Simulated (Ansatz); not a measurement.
# Hypothetical rock salt GaSb: pressure series

Base system: GaSb in the rock salt structure (space group Fm-3m, No. 225; a = 5.710 Å; a hypothetical phase, not in the database extracts checked).

Cell and atoms are relaxed at each pressure.

All numbers come from Ansatz (a quantum-chemistry and plane-wave program), PBE-D3(BJ), PAW, cutoff 420 eV, no spin-orbit coupling.

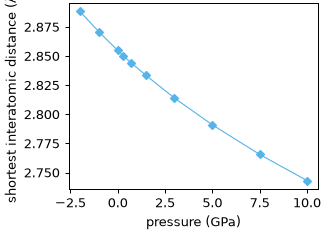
Fig. 1. Shortest interatomic distance against pressure

**Question.** From the plot, what is the shortest interatomic distance for pressure 7.5 GPa?

**Answer.** About 2.77 Å.

**Question.** Is the trend monotonic over the range shown?

**Answer.** Yes, it falls throughout, spanning 2.743 Å to 2.888 Å.

Load acts through the strain it causes; cell and atoms are relaxed under it. Stability against distortions was not tested. No other phases were tried under pressure. The base started in Pnma and relaxed to Fm-3m at this level. All final runs are without spin polarisation.
